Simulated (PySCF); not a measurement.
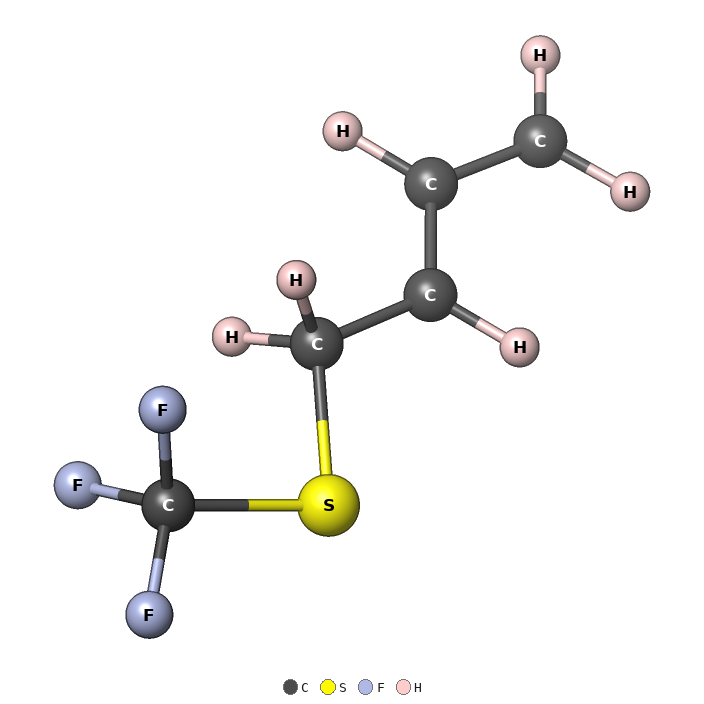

Rendered structure (ball-and-stick style).

Charge +1, singlet. The geometry was computed by an optimisation with GFN2-xTB. No frequency run is at hand to confirm it as a minimum.

Which formula does it have?

Answer. C5H6F3S(+), 15 atoms: 5 carbon, 6 hydrogen, 3 fluorine and 1 sulfur.

How many bonds of each kind are drawn?

Answer. 6 C–H, 3 C–C, 3 C–F, 2 C–S.

Name some functional groups or characteristic bonds that it holds.

Answer. Among them: alkene, thioether, C–F bond.

More results for the same structure follow; atom numbers are the same in all pictures, views and colours differ.

**Excitation**

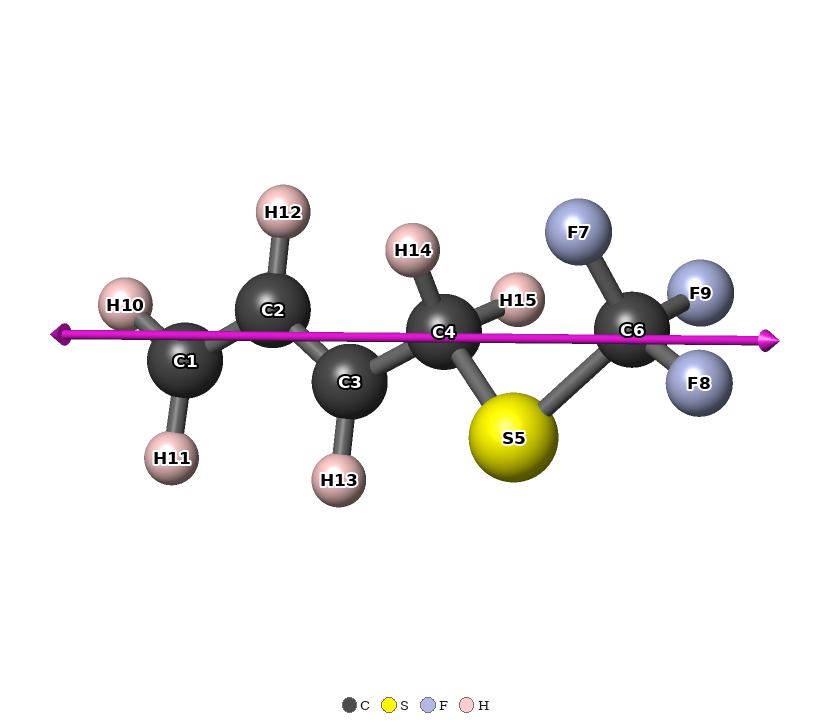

The double arrow shows the direction of the transition dipole to excited singlet state 4 (its length means nothing). No frequency run is at hand to confirm it as a minimum. Properties computed with TDDFT PBE0/def2-SVPD, vertical, gas phase, core orbitals frozen in the response (PySCF 2.14.0).

How is the transition polarised?

Answer. Close to the long direction C1···F8.

Where does the transition lie, and how strong is it?

Answer. 5.25 eV (236 nm), oscillator strength 0.26, mainly HOMO−2 → LUMO (weight 0.66); transition dipole 3.62 D.

**NMR shielding**

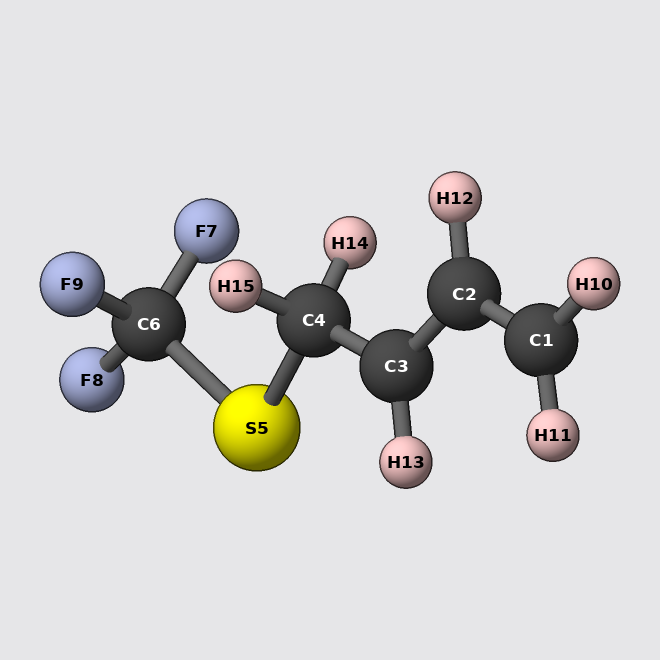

No frequency run is at hand to confirm it as a minimum. Method: GIAO PBE0/pcSseg-1 NMR shielding, non-relativistic, gas phase (PySCF 2.14.0). Principal shieldings σ11 ≤ σ22 ≤ σ33, span Ω = σ33 − σ11, skew κ = 3(σiso − σ22)/Ω.

Give the shielding tensors of the S atoms.

```tsv
atom	σ11	σ22	σ33	σiso	Ω	κ
S5	44.4	286.6	477.8	269.6	433.5	−0.12
```

Shieldings and span in ppm.

**Charges**

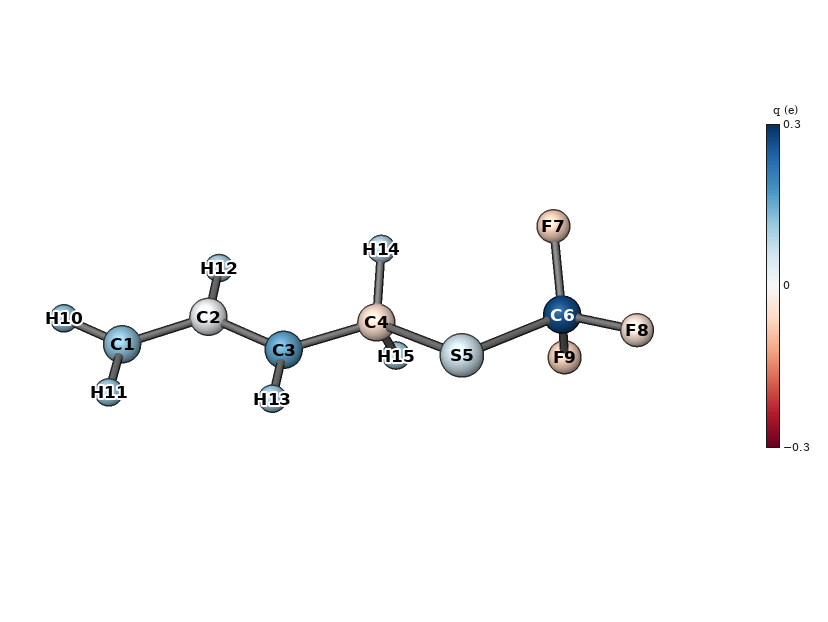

Atoms are coloured by their Hirshfeld charges. No frequency run is at hand to confirm it as a minimum. Method: PBE0/pcSseg-1, gas phase (PySCF 2.14.0).

Give the Hirshfeld charges atom by atom.

| atom | value (e) |
| --- | --- |
| C1 | 0.12 |
| C2 | 0.01 |
| C3 | 0.16 |
| C4 | −0.05 |
| S5 | 0.06 |
| C6 | 0.27 |
| F7 | −0.06 |
| F8 | −0.04 |
| F9 | −0.07 |
| H10 | 0.12 |
| H11 | 0.11 |
| H12 | 0.09 |
| H13 | 0.10 |
| H14 | 0.09 |
| H15 | 0.10 |
